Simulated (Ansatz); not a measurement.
**Nudged elastic band, with input and output: Si2NH6OF (part 1 of 2)**

Si2NH6OF, computed with RKS CAM-B3LYP-D4/def2-SVP (Ansatz 0.2.0).

It belongs to a series of runs on one base structure; here: band between the two ends. Figures and captions count atoms from 1; the log counts them from 0 in places.

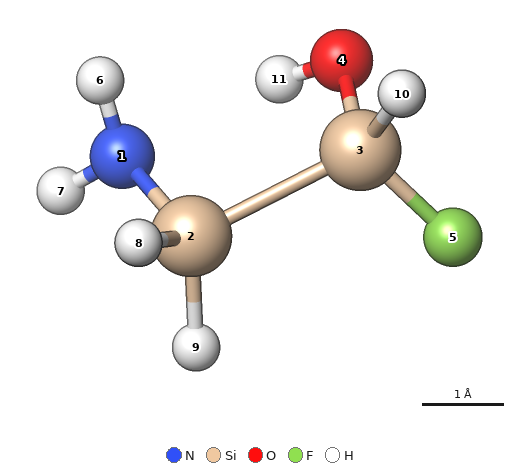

Fig. 1: The input geometry (ball-and-stick view, seen at a tilt; atoms are numbered from 1 in the order of the input).

Input:
```yaml
crystal:
  periodic: [false, false, false]
  atoms:
    - { symbol: "N", position_ang: [-1.438126, -0.360828, -0.649867] }
    - { symbol: Si, position_ang: [0.228771, -0.030086, -1.104098] }
    - { symbol: Si, position_ang: [1.162647, 0.223465, 1.034461] }
    - { symbol: O, position_ang: [-0.180052, 0.100576, 1.986751] }
    - { symbol: F, position_ang: [1.832348, 1.698768, 1.158082] }
    - { symbol: H, position_ang: [-1.641654, -1.278879, -0.261269] }
    - { symbol: H, position_ang: [-2.172871, -0.106999, -1.304954] }
    - { symbol: H, position_ang: [0.869671, -1.066511, -1.970256] }
    - { symbol: H, position_ang: [0.210416, 1.252445, -1.859015] }
    - { symbol: H, position_ang: [2.186821, -0.729384, 1.519742] }
    - { symbol: H, position_ang: [-0.99247, 0.240434, 1.471223] }
basis:
  gaussian: { orbitals: def2-SVP }
hamiltonian:
  xc: cam_b3lyp
  dispersion: d4
neb:
  order_check: false
  images: 5
  f_tol: 0.03
  max_iterations: 60
  final_atoms:
    - { symbol: "N", position_ang: [-1.43899647, -0.35071763, -0.64683149] }
    - { symbol: Si, position_ang: [0.23053468, -0.03280764, -1.10366667] }
    - { symbol: Si, position_ang: [1.16440463, 0.22298562, 1.03447389] }
    - { symbol: O, position_ang: [-0.1770032, 0.08352711, 1.98635609] }
    - { symbol: F, position_ang: [1.81563519, 1.70634645, 1.16181139] }
    - { symbol: H, position_ang: [-2.17026756, -0.08473247, -1.30128369] }
    - { symbol: H, position_ang: [-1.65250668, -1.27183256, -0.27063434] }
    - { symbol: H, position_ang: [0.86590828, -1.07913689, -1.9621575] }
    - { symbol: H, position_ang: [0.21859235, 1.2449315, -1.86674144] }
    - { symbol: H, position_ang: [2.19951241, -0.71914785, 1.51704387] }
    - { symbol: H, position_ang: [-0.99031262, 0.22358536, 1.47242989] }
  initial_path:
    images:
      - { positions_ang: [[-1.438126, -0.360828, -0.649867], [0.228771, -0.030086, -1.104098], [1.162647, 0.223465, 1.034461], [-0.180052, 0.100576, 1.986751], [1.832348, 1.698768, 1.158082], [-1.641654, -1.278879, -0.261269], [-2.172871, -0.106999, -1.304954], [0.869671, -1.066511, -1.970256], [0.210416, 1.252445, -1.859015], [2.186821, -0.729384, 1.519742], [-0.99247, 0.240434, 1.471223]] }
      - { positions_ang: [[-1.45376395, -0.25047956, -0.86218543], [0.20822458, -0.05031353, -1.13004154], [1.10848956, 0.22473732, 1.01632192], [-0.06258523, -0.12661022, 2.02679573], [1.54124995, 1.72107025, 1.23717595], [-1.73610759, -0.698524, -0.35923275], [-2.07161349, -0.39939801, -1.2927463], [0.75347954, -1.18896254, -1.87195118], [0.38055523, 1.13798659, -1.94068375], [2.2706171, -0.56706827, 1.38370598], [-0.87304469, 0.14056296, 1.81364138]] }
      - { positions_ang: [[-1.4694019, -0.14013111, -1.07450386], [0.18767817, -0.07054105, -1.15598509], [1.05433211, 0.22600963, 0.99818283], [0.05488153, -0.35379644, 2.06684046], [1.2501519, 1.7433725, 1.3162699], [-1.83056118, -0.118169, -0.45719651], [-1.97035598, -0.69179703, -1.2805386], [0.63728807, -1.31141408, -1.77364635], [0.55069446, 1.02352819, -2.02235249], [2.3544132, -0.40475254, 1.24766995], [-0.75361938, 0.04069193, 2.15605976]] }
      - { positions_ang: [[-1.48503985, -0.02978267, -1.28682229], [0.16713175, -0.09076858, -1.18192863], [1.00017467, 0.22728195, 0.98004375], [0.1723483, -0.58098266, 2.10688518], [0.95905384, 1.76567475, 1.39536385], [-1.92501476, 0.46218601, -0.55516026], [-1.86909848, -0.98419604, -1.2683309], [0.52109661, -1.43386562, -1.67534153], [0.72083368, 0.90906978, -2.10402124], [2.4382093, -0.2424368, 1.11163393], [-0.63419407, -0.05917911, 2.49847813]] }
      - { positions_ang: [[-1.46969206, -0.13676099, -1.07349202], [0.18826606, -0.07144827, -1.15584131], [1.05491799, 0.22584984, 0.99818713], [0.0558978, -0.3594794, 2.06670882], [1.24458096, 1.74589865, 1.31751303], [-2.00676569, 0.27987985, -0.80386807], [-1.79690121, -1.08007488, -0.93576538], [0.63603383, -1.31562271, -1.77094685], [0.5534199, 1.02102369, -2.02492797], [2.35864367, -0.40134049, 1.24677058], [-0.75290025, 0.03507571, 2.15646205]] }
      - { positions_ang: [[-1.45434426, -0.24373931, -0.86016176], [0.20940037, -0.05212796, -1.12975399], [1.10966131, 0.22441773, 1.01633051], [-0.0605527, -0.13797615, 2.02653246], [1.53010808, 1.72612255, 1.23966221], [-2.08851663, 0.09757369, -1.05257588], [-1.72470395, -1.17595372, -0.60319986], [0.75097106, -1.1973798, -1.86655218], [0.38600612, 1.1329776, -1.9458347], [2.27907804, -0.56024417, 1.38190723], [-0.87160644, 0.12933054, 1.81444597]] }
      - { positions_ang: [[-1.43899647, -0.35071763, -0.64683149], [0.23053468, -0.03280764, -1.10366667], [1.16440463, 0.22298562, 1.03447389], [-0.1770032, 0.08352711, 1.98635609], [1.81563519, 1.70634645, 1.16181139], [-2.17026756, -0.08473247, -1.30128369], [-1.65250668, -1.27183256, -0.27063434], [0.86590828, -1.07913689, -1.9621575], [0.21859235, 1.2449315, -1.86674144], [2.19951241, -0.71914785, 1.51704387], [-0.99031262, 0.22358536, 1.47242989]] }
```

Machine: 2 threads of Intel Xeon (Sapphire Rapids), 16 GiB of memory available, shared host.

Command:
```bash
ansatz run input.yaml --threads 2 --pin off --max-ram 3072MiB --backend cpu --events-out ev --progress --plain --runs-dir out
```

Output:
```
Engine: ansatz 0.2.0, x86_64-unknown-linux-gnu
Functional definition: CAM-B3LYP
  parameter alpha = 0.19
  parameter beta = 0.46
  parameter omega = 0.33/bohr
  parameter ac = 0.81
  exchange = (1 - alpha - beta)*b88_x + beta*b88_x_sr(omega) + alpha*exact_x + beta*exact_x_lr(omega)
  correlation = (1 - ac)*vwn5_c + ac*lyp_c
1106 factors; integrals over basis functions are off by at most 3.3e-4 eV
399 factors; integrals over basis functions are off by at most 5.6e-7 eV
mean field evaluation 1: about -22090.4711 eV, gradient 6.7e1 eV
mean field evaluation 2: about -22085.3367 eV, gradient 8.5e1 eV
mean field evaluation 4: about -22098.4905 eV, gradient 3.2e0 eV
mean field evaluation 8: about -22098.5166 eV, gradient 7.5e-2 eV
mean field evaluation 16: about -22098.5167 eV, gradient 1.6e-5 eV
mean field -22098.51665895 eV, -812.1055083038 hartree, gradient 1.6e-5 eV, S^2 0.000000; 0 other end points of the search recorded, 0 dependent functions left out
the calculation of the forces begins
reference -22098.51679074 eV, -812.1055131469 hartree; 29, 29 occupied and 79, 79 virtual orbitals, 1106 factors
1106 factors; integrals over basis functions are off by at most 3.8e-4 eV
399 factors; integrals over basis functions are off by at most 5.7e-7 eV
mean field evaluation 32: about -22098.5165 eV, gradient 1.6e-5 eV
mean field -22098.51646762 eV, -812.1055012724 hartree, gradient 1.6e-5 eV, S^2 0.000000; 0 other end points of the search recorded, 0 dependent functions left out
[... from here on the field's lines of each further geometry are left out, up to the last ...]
NEB iter   1: max|band force component| = 3.655e1 eV/Å  barrier→ = 7.8962 eV  barrier← = 7.8961 eV  Δτ_max = 0.2000 Å  (180 SCF iters)
NEB iter   2: max|band force component| = 4.003e0 eV/Å  barrier→ = 1.1507 eV  barrier← = 1.1506 eV  Δτ_max = 0.2000 Å  (147 SCF iters)
NEB iter   3: max|band force component| = 2.350e0 eV/Å  barrier→ = 0.4691 eV  barrier← = 0.4690 eV  Δτ_max = 0.1983 Å  (144 SCF iters)
NEB iter   4: max|band force component| = 4.456e-1 eV/Å  barrier→ = 0.2223 eV  barrier← = 0.2221 eV  CI = image 2  Δτ_max = 0.1951 Å  (141 SCF iters)
NEB iter   5: max|band force component| = 3.410e-1 eV/Å  barrier→ = 0.2010 eV  barrier← = 0.2009 eV  CI = image 3  Δτ_max = 0.1997 Å  (143 SCF iters)
NEB iter   6: max|band force component| = 3.717e-1 eV/Å  barrier→ = 0.2073 eV  barrier← = 0.2071 eV  CI = image 3  Δτ_max = 0.0995 Å  (137 SCF iters)
NEB iter   7: max|band force component| = 4.566e-1 eV/Å  barrier→ = 0.1996 eV  barrier← = 0.1995 eV  CI = image 3  Δτ_max = 0.0502 Å  (134 SCF iters)
NEB iter   8: max|band force component| = 3.748e-1 eV/Å  barrier→ = 0.1959 eV  barrier← = 0.1957 eV  CI = image 3  Δτ_max = 0.0502 Å  (129 SCF iters)
NEB iter   9: max|band force component| = 2.069e-1 eV/Å  barrier→ = 0.1877 eV  barrier← = 0.1875 eV  CI = image 3  Δτ_max = 0.1004 Å  (129 SCF iters)
NEB iter  10: max|band force component| = 2.154e-1 eV/Å  barrier→ = 0.1751 eV  barrier← = 0.1750 eV  CI = image 3  Δτ_max = 0.0503 Å  (140 SCF iters)
NEB iter  11: max|band force component| = 1.953e-1 eV/Å  barrier→ = 0.1705 eV  barrier← = 0.1703 eV  CI = image 3  Δτ_max = 0.0501 Å  (129 SCF iters)
NEB iter  12: max|band force component| = 1.864e-1 eV/Å  barrier→ = 0.1663 eV  barrier← = 0.1662 eV  CI = image 3  Δτ_max = 0.0501 Å  (129 SCF iters)
NEB iter  13: max|band force component| = 1.682e-1 eV/Å  barrier→ = 0.1622 eV  barrier← = 0.1620 eV  CI = image 3  Δτ_max = 0.1000 Å  (127 SCF iters)
NEB iter  14: max|band force component| = 1.467e-1 eV/Å  barrier→ = 0.1549 eV  barrier← = 0.1548 eV  CI = image 3  Δτ_max = 0.1001 Å  (126 SCF iters)
NEB iter  15: max|band force component| = 1.296e-1 eV/Å  barrier→ = 0.1492 eV  barrier← = 0.1490 eV  CI = image 3  Δτ_max = 0.1000 Å  (127 SCF iters)
NEB iter  16: max|band force component| = 1.602e-1 eV/Å  barrier→ = 0.1452 eV  barrier← = 0.1451 eV  CI = image 3  Δτ_max = 0.0500 Å  (126 SCF iters)
NEB iter  17: max|band force component| = 1.078e-1 eV/Å  barrier→ = 0.1431 eV  barrier← = 0.1430 eV  CI = image 3  Δτ_max = 0.0507 Å  (125 SCF iters)
NEB iter  18: max|band force component| = 7.098e-2 eV/Å  barrier→ = 0.1412 eV  barrier← = 0.1411 eV  CI = image 3  Δτ_max = 0.0857 Å  (125 SCF iters)
NEB iter  19: max|band force component| = 4.211e-2 eV/Å  barrier→ = 0.1377 eV  barrier← = 0.1376 eV  CI = image 3  Δτ_max = 0.0923 Å  (124 SCF iters)
NEB iter  20: max|band force component| = 5.211e-2 eV/Å  barrier→ = 0.1345 eV  barrier← = 0.1344 eV  CI = image 3  Δτ_max = 0.0461 Å  (124 SCF iters)
NEB iter  21: max|band force component| = 3.334e-2 eV/Å  barrier→ = 0.1329 eV  barrier← = 0.1328 eV  CI = image 3  Δτ_max = 0.0461 Å  (126 SCF iters)
NEB iter  22: max|band force component| = 4.022e-2 eV/Å  barrier→ = 0.1316 eV  barrier← = 0.1315 eV  CI = image 3  Δτ_max = 0.0230 Å  (125 SCF iters)
NEB iter  23: max|band force component| = 3.543e-2 eV/Å  barrier→ = 0.1310 eV  barrier← = 0.1309 eV  CI = image 3  Δτ_max = 0.0230 Å  (121 SCF iters)
NEB iter  24: max|band force component| = 2.971e-2 eV/Å  barrier→ = 0.1305 eV  barrier← = 0.1303 eV  CI = image 3  Δτ_max = 0.0230 Å  (122 SCF iters)
NEB iter  25: max|band force component| = 1.144e-1 eV/Å  barrier→ = 0.1300 eV  barrier← = 0.1298 eV  CI = image 3  Δτ_max = 0.0394 Å  (26 SCF iters)
NEB iter  26: max|band force component| = 3.753e-2 eV/Å  barrier→ = 0.1294 eV  barrier← = 0.1293 eV  CI = image 3  Δτ_max = 0.0247 Å  (133 SCF iters)
NEB iter  27: max|band force component| = 3.538e-2 eV/Å  barrier→ = 0.1291 eV  barrier← = 0.1290 eV  CI = image 3  Δτ_max = 0.0174 Å  (122 SCF iters)
NEB iter  28: max|band force component| = 3.969e-2 eV/Å  barrier→ = 0.1289 eV  barrier← = 0.1288 eV  CI = image 3  Δτ_max = 0.0087 Å  (118 SCF iters)
NEB iter  29: max|band force component| = 2.653e-2 eV/Å  barrier→ = 0.1288 eV  barrier← = 0.1286 eV  CI = image 3  Δτ_max = 0.0087 Å  (225 SCF iters)
NEB iter  30: max|band force component| = 4.991e-2 eV/Å  barrier→ = 0.1287 eV  barrier← = 0.1286 eV  CI = image 3  Δτ_max = 0.0174 Å  (24 SCF iters)
```
